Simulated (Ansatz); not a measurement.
# Fields on a plane of SiC (6H type, space group P6_3mc)

```yaml
crystal:
  lattice:
    - [3.07849, 0.00000, 0.00000]
    - [-1.53924, 2.66605, 0.00000]
    - [0.00000, 0.00000, 15.10677]
  atoms:
    - { symbol: Si, position: [0.00000, 0.00000, 0.99982] }
    - { symbol: Si, position: [0.00000, 0.00000, 0.49982] }
    - { symbol: Si, position: [0.66667, 0.33333, 0.83309] }
    - { symbol: Si, position: [0.33333, 0.66667, 0.33309] }
    - { symbol: Si, position: [0.66667, 0.33333, 0.16660] }
    - { symbol: Si, position: [0.33333, 0.66667, 0.66660] }
    - { symbol: C, position: [0.00000, 0.00000, 0.87447] }
    - { symbol: C, position: [0.00000, 0.00000, 0.37447] }
    - { symbol: C, position: [0.66667, 0.33333, 0.70810] }
    - { symbol: C, position: [0.33333, 0.66667, 0.20810] }
    - { symbol: C, position: [0.66667, 0.33333, 0.04163] }
    - { symbol: C, position: [0.33333, 0.66667, 0.54163] }
```

The slice is a (0001) plane (indices of the conventional cell) through the point (0.667, 0.333, 0.708) (fractional), spanned by u = [110] and v = [1 -1 0] in vectors of this cell: u (3.08 Å) and v (5.33 Å, at 90° to u). It covers one period; positions are fractions (u, v).

Atoms on it: C at (0.00, 0.00); C at (0.50, 0.50). Other atoms lie within 1 Å of the plane.

Level of theory: r2SCAN (plane waves to 500 eV, PAW, scalar-relativistic; Ansatz, a first-principles code). k mesh 10×10×2. These are valence fields of a PAW run, semicore shells included where kept as valence: close to a nucleus they are smooth pseudo fields. SiC was relaxed with its symmetry unable to fall.

```
|xxx:#####:xx|
|xxx*%@@@%*xx|
|x =#@@@@@#= |
|  :+%@@@%+: |
|x  :*%@%*:  |
|xx  +#%#+  x|
|xx  --x--  x|
|xx  xxxxx  x|
|    xxxxx   |
|:-=xxxxxxx=-|
|###:xxxxx:##|
|@@%*xxxxx*%@|
|@@@#= x =#@@|
|@@%+:   :+%@|
|@%*:  x  :*%|
|%#+  xxx  +#|
|x--  xxx  --|
|xxx  xxx  xx|
|xxx       xx|
|xxxx=-:-=xxx|
```
Scale: ten equal steps from 2.00 (start of ' ') to 10.85 (end of '@'), in the order ' .:-=+*#%@'. Values: electrostatic potential energy of an electron, from the cell's mean, in eV. The map has 12 points along u (one character each, u = 0 at the left) and 20 along v (v = 0 in the bottom row). Points within 0.8 Å of a nucleus are blanked (x), as the pseudised field means little there. Values under 2 eV are set to 2. The zero, the cell's mean, hangs on the PAW cores.

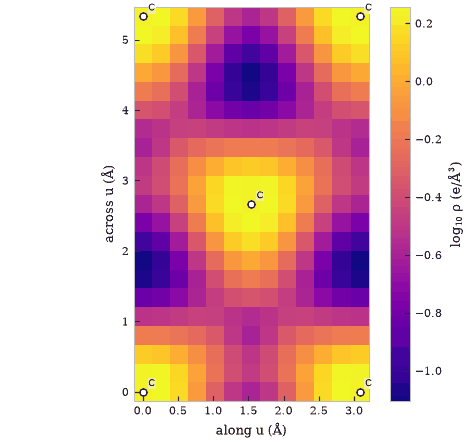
Log₁₀ of the valence density in e/Å³, one period of the plane, atoms marked. The scale is logarithmic, as a density can span decades between atoms and voids.
